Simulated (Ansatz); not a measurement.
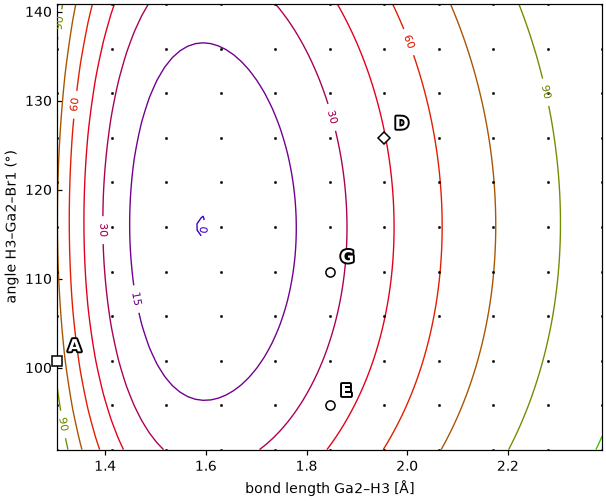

BrGaH, SMILES [GaH][Br], spin multiplicity 2. First axis: bond length Ga2–H3. Second axis: angle H3–Ga2–Br1. Nothing is relaxed (all other coordinates rigid). The grid has 11 × 11 points. Energies are in kJ/mol, from the relaxed molecule at the same level. Computed with UKS r2SCAN0-D4/def2-TZVP (Ansatz).

The picture shows contour lines labelled in kJ/mol, dots at the grid points, lettered points. Between grid points the surface is interpolated.

Is E the lowest point of the computed grid?

Answer. No. E lies 37 kJ/mol above the lowest grid point, which is at bond length Ga2–H3 = 1.630 Å, angle H3–Ga2–Br1 = 115.8°.

What kind of point is each of D, E, G: minimum, saddle, maximum or slope?

Answer. D: on a slope; E: on a slope; G: on a slope. (In these two coordinates alone; a stationary point may lie a little off the grid point.)
